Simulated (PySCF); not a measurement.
```xyz
18

C     3.4705   -0.1159    0.9224
C     2.8177   -0.3939   -0.0419
C     1.9414   -0.6395   -1.1768
N     0.6786    0.0674   -1.0743
N    -0.2909   -0.6127   -0.4277
C    -1.2861   -0.0416    0.1128
C    -1.4994    1.4496    0.2014
C    -2.3462   -0.9180    0.7011
H     4.0682    0.0955    1.7585
H     2.4444   -0.3244   -2.0992
H     1.7066   -1.7055   -1.2381
H     0.7792    1.0601   -0.8636
H    -2.3652    1.6721    0.8180
H    -1.6594    1.8726   -0.7914
H    -0.6261    1.9385    0.6392
H    -2.4568   -0.7127    1.7657
H    -3.3040   -0.7236    0.2188
H    -2.0811   -1.9616    0.5635
```

Geometry: GFN2-xTB.

Theory: PySCF 2.14.0, PBE0/pcSseg-1, SCF density, gas phase, non-relativistic.

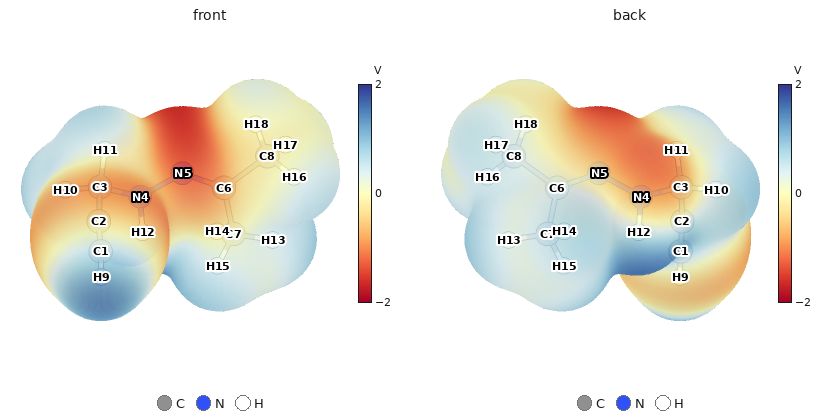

C$_{6}$H$_{10}$N$_{2}$ (SMILES C#CCNN=C(C)C). The molecular electrostatic potential painted on the density surface at 0.002 e/bohr³, seen from the front and from behind; red is negative and blue positive.

### Where is the surface potential most negative and most positive?

The most negative region (about −1.6 V) lies over N5, the most positive (about +1.5 V) over H9 and H12. N5 is the likeliest acceptor of a hydrogen bond.

### How polar is the molecule by this calculation?

Its dipole moment is 1.80 D.
